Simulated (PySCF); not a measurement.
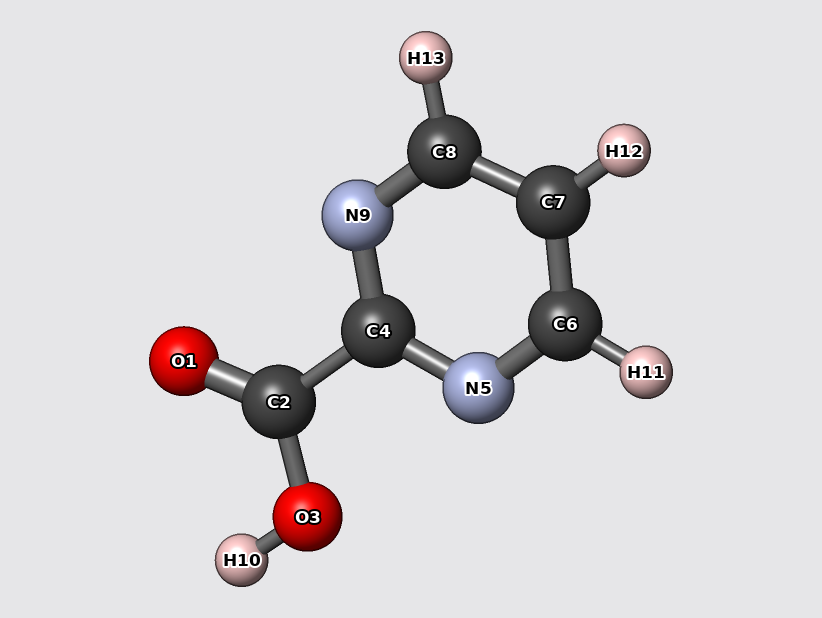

The thickness of each stick grows with its Mayer bond order. The computed structure is the end point of a GFN2-xTB optimisation. No frequency run is at hand to confirm it as a minimum. Level of theory: PBE0/pcSseg-1 (PySCF 2.14.0).

Which bond has the highest Mayer bond order?

Answer. O1–C2, 2.00, at a length of 1.201 Å.

List the Mayer bond orders of O1–C2, C2–O3, C2–C4, O3–H10, C4–N5, C4–N9, N5–C6, C6–C7, C6–H11, C7–C8, C7–H12, C8–N9, C8–H13.

```
  bond  Mayer order  length (Å)
 O1–C2         2.00       1.201
 C2–O3         1.18       1.332
 C2–C4         0.90       1.501
O3–H10         0.93       0.971
 C4–N5         1.42       1.325
 C4–N9         1.46       1.325
 N5–C6         1.49       1.321
 C6–C7         1.39       1.389
C6–H11         0.98       1.082
 C7–C8         1.38       1.389
C7–H12         0.96       1.077
 C8–N9         1.49       1.320
C8–H13         0.98       1.082
```
